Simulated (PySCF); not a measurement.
C3H12OSi2, SMILES CCC[SiH2]O[SiH3], singlet at its GFN2-xTB optimised geometry (Å):

```
18

C      1.5938    -0.5924    -1.2685
C      1.0104    -1.1992     0.0000
C     -0.5180    -1.1992     0.0000
Si    -1.3198     0.5288     0.0000
O     -0.5142     1.5201     0.9988
Si     0.6067     2.1112     2.0046
H      1.3066     0.4528    -1.3550
H      1.2303    -1.1228    -2.1467
H      2.6803    -0.6518    -1.2565
H      1.3675    -0.6344     0.8652
H      1.3731    -2.2267     0.1045
H     -0.8731    -1.7647    -0.8637
H     -0.8598    -1.7470     0.8818
H     -2.6803     0.4635     0.5355
H     -1.2762     1.1783    -1.3112
H      0.0856     3.4096     2.4217
H      1.8610     2.2267     1.2600
H      0.7459     1.1816     3.1263
```

Computed with B3LYP/def2-SVP in PySCF. Cells within 0.4 Å of a nucleus heavier than hydrogen are left out (blank, or x).

Map of the HOMO−1 amplitude (bohr^(-3/2)) on the plane z = 0.8 Å; orbital energy -8.03 eV, overall sign arbitrary:

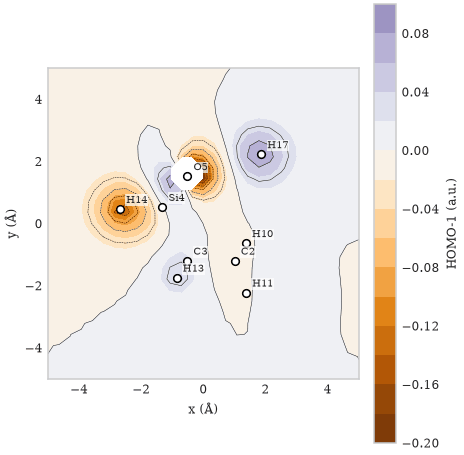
Figure: HOMO−1 amplitude (bohr^(-3/2)) on the plane z = 0.8 Å.
